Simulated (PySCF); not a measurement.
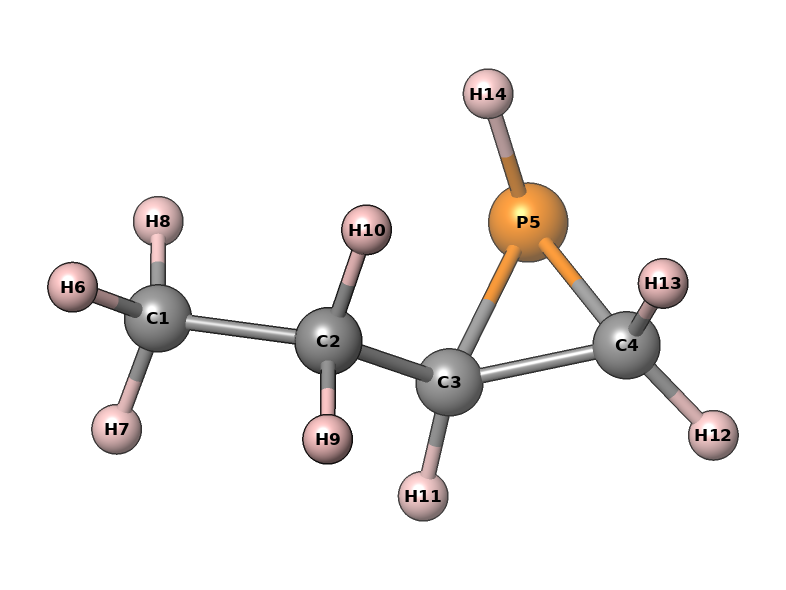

Depth is shown by fading: the farther an atom, the more it takes the colour of the background. Computed geometry: GFN2-xTB optimisation. No frequency run is at hand to confirm it as a minimum.

Find the stereocentres and stereogenic double bonds.

Centres: C3.

What are the Cahn–Ingold–Prelog descriptors?

C3: R (priorities P5 > C4 > C2 > H11).

Write the isomeric SMILES.

CC[C@@H]1CP1
